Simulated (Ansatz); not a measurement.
## Geometry relaxation, with input and output: Mo16H (part 2 of 2)

Mo16H (defect cell, 17 atoms in the cell); DFT PBE, scalar-relativistic, plane waves, PAW, no spin polarisation (Ansatz 0.2.0); cutoff 420 eV, 2×2×2 k-mesh, Fermi–Dirac smearing of 0.15 eV. It belongs to a series of runs on one base structure; here: start relaxed.

Geometry of the input (Å; fractional positions):
```
6.3000  0.0000  0.0000
0.0000  6.3000  0.0000
0.0000  0.0000  6.3000
Mo 0.0000  0.0000  0.0000
Mo 0.5000  0.0000  0.0000
Mo 0.0000  0.5000  0.0000
Mo 0.0000  0.0000  0.5000
Mo 0.2500  0.2500  0.2500
Mo 0.5000  0.5000  0.0000
Mo 0.5000  0.0000  0.5000
Mo 0.7500  0.2500  0.2500
Mo 0.0000  0.5000  0.5000
Mo 0.2500  0.7500  0.2500
Mo 0.2500  0.2500  0.7500
Mo 0.5000  0.5000  0.5000
Mo 0.7500  0.7500  0.2500
Mo 0.7500  0.2500  0.7500
Mo 0.2500  0.7500  0.7500
Mo 0.7500  0.7500  0.7500
H  -0.0088  0.7481  0.8674
```

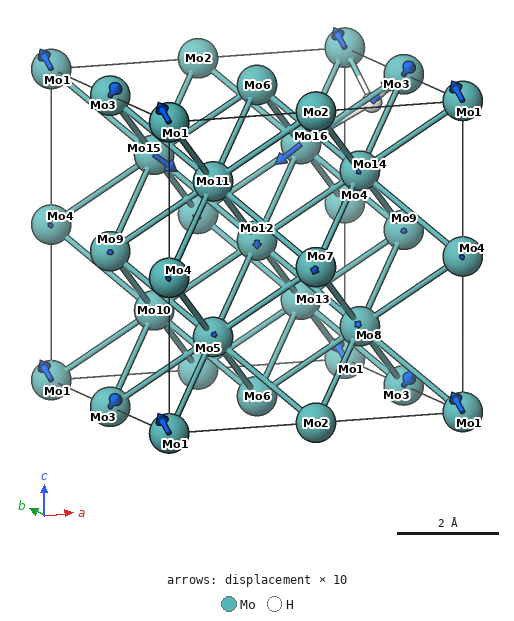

The starting structure with the displacements as blue arrows, magnified 10 times (ball-and-stick view of the cell of the calculation, seen slightly off an axis). The energy falls by 16.0 meV per atom in 4 geometry steps. Largest force component: 2.2 eV/Å at the start, 0.022 eV/Å at the end. The line search rejected the trial step at point 1 (counted from 0) and went back. The atom that moves furthest is Mo16 (0.070 Å). Largest moves by element: Mo 0.070 Å, H 0.069 Å. The cell stays as it was. Among the contacts that change: Mo16–H17 1.690 → 1.825 Å, Mo1–Mo15 2.728 → 2.832 Å, Mo3–H17 1.773 → 1.826 Å, Mo12–Mo15 2.728 → 2.690 Å. Among the angles that change: Mo15–H17–Mo16 129.6° → 126.4°, Mo1–H17–Mo15 99.1° → 101.7°, Mo1–H17–Mo3 124.0° → 126.3°. (Atoms are counted from 1 in the order of the input.)

```
SCF converged after 6 iterations
Free energy (F): -79313.036888 eV
Harris-Foulkes:  -79313.036888 eV  (|F-HF|=1.46e-11)
Internal energy: -79312.558883 eV  (E = F + TS)
E sigma→0 (E₀):  -79312.797886 eV
Entropy (-TS):   -0.478005 eV (-28.118 meV/atom)
Fermi energy:    21.166287 eV
--- Per-component energies (eV) ---
  E_band       = -846.977181
  E_kinetic    = 7081.231890
  E_local      = -12515.796564  (includes V_loc(G=0)·N_el)
  E_nonlocal   = 2285.529239
  E_hartree    = 4145.218386
  E_xc         = -2950.647778
  E_vxc        = -3683.718989  (∫ρ·V_xc dr)
  E_paw        = -51221.346518  (= ΣΔE_a)
  E_vpaw       = -2304.658870  (= ΣTr[D̂ρ^β])
  E_aug_tail   = -0.000662  (compensation charges beyond the density's cutoff)
  E_ewald      = -26136.746876
  E_smearing   = -0.478005  (= −TS)
  E_closure    = 0.000000  (closes the sum)
  Σ components = -79313.036888   (vs F -79313.036888, Δ=0.00e0)
--- Forces (eV/Å), atoms counted from 1 ---
  atom   1  Mo    -0.00012849    -0.00385420     0.02011792
  atom   2  Mo    -0.00098968    -0.00092844     0.01310483
  atom   3  Mo    -0.00009518     0.00496166     0.01965161
  atom   4  Mo     0.00002161    -0.00180469     0.02034256
  atom   5  Mo     0.00119159     0.00020240    -0.00709764
  atom   6  Mo    -0.00091005     0.00100338     0.01273405
  atom   7  Mo     0.00058386    -0.00037812     0.00682269
  atom   8  Mo    -0.00435668     0.00000829    -0.00735564
  atom   9  Mo    -0.00004829     0.00180093     0.02037263
  atom  10  Mo    -0.00503313    -0.00012677    -0.02009522
  atom  11  Mo     0.00213382    -0.00026834    -0.01339642
  atom  12  Mo     0.00033932    -0.00007654     0.00687608
  atom  13  Mo     0.00471553    -0.00021111    -0.02086966
  atom  14  Mo    -0.00232230    -0.00014761    -0.01174064
  atom  15  Mo    -0.00522615    -0.00002161    -0.02247268
  atom  16  Mo     0.00734579    -0.00001071    -0.01956987
  atom  17  H      0.00277839    -0.00014842     0.00257553
  max |Σ_I F_I| component: 1.26e-7 eV/Å
--- Relaxed structure (5 steps of the walk, 4 accepted, 0 SCFs on fresh bases) ---
  F+E_penalty+E_count = -79313.03688804 eV   max|allowed force component| = 2.247e-2 eV/Å
  atoms:
    - { symbol: Mo, position: [-0.0005012852847087282, 0.00844439596117213, 0.005248959441588387] }
    - { symbol: Mo, position: [0.49950683780037414, 0.0008840524336131727, -6.578170572431209e-5] }
    - { symbol: Mo, position: [-0.0005018215851622725, 0.4913165023486532, 0.005256159506184658] }
    - { symbol: Mo, position: [-0.0005093641088803516, 0.0010928059584296584, 0.4990639289898143] }
    - { symbol: Mo, position: [0.25089214131219606, 0.24988592249414776, 0.25186604188626005] }
    - { symbol: Mo, position: [0.49950598849616695, 0.4988939564491823, -6.04142001228167e-5] }
    - { symbol: Mo, position: [0.4994738940526475, 0.0013065712633134967, 0.49725850250711423] }
    - { symbol: Mo, position: [0.7481473374962456, 0.24988836887880847, 0.2518634665150871] }
    - { symbol: Mo, position: [-0.0005075712376453813, 0.49868606832185486, 0.49906461917004885] }
    - { symbol: Mo, position: [0.25073449375033013, 0.7498898666570085, 0.250060457325059] }
    - { symbol: Mo, position: [0.25044489099368505, 0.24989256494593717, 0.7491995520859689] }
    - { symbol: Mo, position: [0.49947704915456614, 0.4984799991192399, 0.49725848614706547] }
    - { symbol: Mo, position: [0.7482509480660844, 0.7498917565576106, 0.2500549844871403] }
    - { symbol: Mo, position: [0.7485429211442385, 0.24989113411280478, 0.7491738890945103] }
    - { symbol: Mo, position: [0.2580740737789955, 0.7498901126956969, 0.7439040761919236] }
    - { symbol: Mo, position: [0.7408136859508111, 0.7498898384224352, 0.743834966060246] }
    - { symbol: H, position: [-0.0006327197799437838, 0.7498804833800925, 0.8744034064978363] }
```

Trajectory as extended XYZ (Å, eV, eV/Å), 5 frames, from step=1 to step=5:
```
17
Lattice="6.3000 0.0000 0.0000 0.0000 6.3000 0.0000 0.0000 0.0000 6.3000" Properties=species:S:1:pos:R:3:forces:R:3 step=1 energy=-79312.76513
Mo    0.0000    0.0000    0.0000    0.0345   1.4087   0.7839
Mo    3.1500    0.0000    0.0000   -0.0142   0.1049   0.0752
Mo    0.0000    3.1500    0.0000    0.0379  -1.5296   0.8557
Mo    0.0000    0.0000    3.1500    0.0091   0.2361  -0.2922
Mo    1.5750    1.5750    1.5750    0.0383  -0.0053   0.1023
Mo    3.1500    3.1500    0.0000   -0.0143  -0.1053   0.0784
Mo    3.1500    0.0000    3.1500   -0.0258   0.0436  -0.1112
Mo    4.7250    1.5750    1.5750   -0.0008  -0.0046   0.0874
Mo    0.0000    3.1500    3.1500    0.0095  -0.2399  -0.2998
Mo    1.5750    4.7250    1.5750    0.2016   0.0017   0.2464
Mo    1.5750    1.5750    4.7250    0.0975  -0.0032  -0.0645
Mo    3.1500    3.1500    3.1500   -0.0251  -0.0358  -0.1080
Mo    4.7250    4.7250    1.5750   -0.2186   0.0021   0.2778
Mo    4.7250    1.5750    4.7250   -0.1001  -0.0033  -0.0788
Mo    1.5750    4.7250    4.7250    1.4574   0.0088  -0.7400
Mo    4.7250    4.7250    4.7250   -2.2237   0.0141  -1.1440
H    -0.0554    4.7131    5.4645    0.7367   0.1070   0.3312
17
Lattice="6.3000 0.0000 0.0000 0.0000 6.3000 0.0000 0.0000 0.0000 6.3000" Properties=species:S:1:pos:R:3:forces:R:3 step=2 energy=-79312.75460 accepted=F
Mo    0.0019    0.1072    0.0565   -0.0505  -1.4439  -0.6357
Mo    3.1478    0.0262    0.0212    0.0430  -0.3670  -0.2931
Mo    0.0020    3.0413    0.0581   -0.0509   1.4104  -0.6355
Mo    0.0012    0.0251    3.1178   -0.0454  -0.4616   0.6803
Mo    1.5990    1.5736    1.6064   -0.2215   0.0156  -0.3753
Mo    3.1478    3.1233    0.0219    0.0434   0.3663  -0.2987
Mo    3.1437    0.0260    3.1132    0.0741  -0.2673   0.4161
Mo    4.7045    1.5737    1.6051    0.1631   0.0142  -0.3588
Mo    0.0012    3.1238    3.1164   -0.0455   0.4646   0.7013
Mo    1.5958    4.7252    1.5983   -0.3991  -0.0092  -0.5621
Mo    1.5971    1.5745    4.7042   -0.3304   0.0097   0.2495
Mo    3.1439    3.1248    3.1135    0.0725   0.2550   0.4129
Mo    4.6989    4.7253    1.6040    0.4139  -0.0094  -0.6423
Mo    4.6999    1.5745    4.7007    0.3298   0.0105   0.2740
Mo    1.6832    4.7255    4.6731   -1.4695  -0.0116   0.5085
Mo    4.6119    4.7256    4.6680    1.2556  -0.0121   0.4561
H    -0.0354    4.7173    5.4861    0.2174   0.0357   0.1027
17
Lattice="6.3000 0.0000 0.0000 0.0000 6.3000 0.0000 0.0000 0.0000 6.3000" Properties=species:S:1:pos:R:3:forces:R:3 step=3 energy=-79313.02519
Mo    0.0004    0.0475    0.0251   -0.0130   0.0920   0.1231
Mo    3.1481    0.0070    0.0048    0.0101  -0.0150  -0.0224
Mo    0.0005    3.1012    0.0257   -0.0126  -0.1353   0.1441
Mo   -0.0017    0.0065    3.1425    0.0028   0.0127   0.0207
Mo    1.5819    1.5744    1.5866   -0.0015   0.0005  -0.0154
Mo    3.1481    3.1423    0.0048    0.0102   0.0152  -0.0199
Mo    3.1475    0.0083    3.1355    0.0024  -0.0142   0.0170
Mo    4.7186    1.5745    1.5842   -0.0134  -0.0002   0.0079
Mo   -0.0017    3.1426    3.1426    0.0027  -0.0123   0.0206
Mo    1.5793    4.7246    1.5799    0.0196   0.0008  -0.0217
Mo    1.5807    1.5745    4.7186   -0.0181   0.0027   0.0206
Mo    3.1476    3.1417    3.1360    0.0019   0.0109   0.0116
Mo    4.7169    4.7246    1.5800   -0.0181   0.0008  -0.0184
Mo    4.7164    1.5746    4.7184    0.0192   0.0028   0.0101
Mo    1.6233    4.7251    4.6990    0.0830  -0.0035  -0.1372
Mo    4.6719    4.7252    4.6975   -0.3664  -0.0029  -0.2761
H    -0.0332    4.7183    5.4832    0.2912   0.0453   0.1355
17
Lattice="6.3000 0.0000 0.0000 0.0000 6.3000 0.0000 0.0000 0.0000 6.3000" Properties=species:S:1:pos:R:3:forces:R:3 step=4 energy=-79313.03689
Mo   -0.0032    0.0532    0.0331   -0.0001  -0.0039   0.0201
Mo    3.1469    0.0056   -0.0004   -0.0010  -0.0009   0.0131
Mo   -0.0032    3.0953    0.0331   -0.0001   0.0050   0.0197
Mo   -0.0032    0.0069    3.1441    0.0000  -0.0018   0.0203
Mo    1.5806    1.5743    1.5868    0.0012   0.0002  -0.0071
Mo    3.1469    3.1430   -0.0004   -0.0009   0.0010   0.0127
Mo    3.1467    0.0082    3.1327    0.0006  -0.0004   0.0068
Mo    4.7133    1.5743    1.5867   -0.0043   0.0000  -0.0074
Mo   -0.0032    3.1417    3.1441    0.0000   0.0018   0.0204
Mo    1.5796    4.7243    1.5754   -0.0050  -0.0001  -0.0201
Mo    1.5778    1.5743    4.7200    0.0021  -0.0003  -0.0134
Mo    3.1467    3.1404    3.1327    0.0003  -0.0001   0.0069
Mo    4.7140    4.7243    1.5753    0.0047  -0.0002  -0.0209
Mo    4.7158    1.5743    4.7198   -0.0023  -0.0001  -0.0117
Mo    1.6259    4.7243    4.6866   -0.0052   0.0000  -0.0225
Mo    4.6671    4.7243    4.6862    0.0073   0.0000  -0.0196
H    -0.0040    4.7242    5.5087    0.0028  -0.0002   0.0026
17
Lattice="6.3000 0.0000 0.0000 0.0000 6.3000 0.0000 0.0000 0.0000 6.3000" Properties=species:S:1:pos:R:3:forces:R:3 step=5 energy=-79313.03689
Mo   -0.0032    0.0532    0.0331   -0.0001  -0.0039   0.0201
Mo    3.1469    0.0056   -0.0004   -0.0010  -0.0009   0.0131
Mo   -0.0032    3.0953    0.0331   -0.0001   0.0050   0.0197
Mo   -0.0032    0.0069    3.1441    0.0000  -0.0018   0.0203
Mo    1.5806    1.5743    1.5868    0.0012   0.0002  -0.0071
Mo    3.1469    3.1430   -0.0004   -0.0009   0.0010   0.0127
Mo    3.1467    0.0082    3.1327    0.0006  -0.0004   0.0068
Mo    4.7133    1.5743    1.5867   -0.0044   0.0000  -0.0074
Mo   -0.0032    3.1417    3.1441    0.0000   0.0018   0.0204
Mo    1.5796    4.7243    1.5754   -0.0050  -0.0001  -0.0201
Mo    1.5778    1.5743    4.7200    0.0021  -0.0003  -0.0134
Mo    3.1467    3.1404    3.1327    0.0003  -0.0001   0.0069
Mo    4.7140    4.7243    1.5753    0.0047  -0.0002  -0.0209
Mo    4.7158    1.5743    4.7198   -0.0023  -0.0001  -0.0117
Mo    1.6259    4.7243    4.6866   -0.0052   0.0000  -0.0225
Mo    4.6671    4.7243    4.6862    0.0073   0.0000  -0.0196
H    -0.0040    4.7242    5.5087    0.0028  -0.0001   0.0026
```

Results in brief:

- outcome: converged
- electrons treated: 225
- free energy: −79313.0369 eV
- Fermi energy: 21.166 eV
- final volume: 250.05 Å³
- largest force (length of the vector) at the end: 0.023 eV/Å
- wall time: 26 s (CPU time 49 s)
- peak memory: 0.81 GiB

The input asks for low accuracy. The k-point mesh is coarse for a cell of this size, so the results may not be converged.
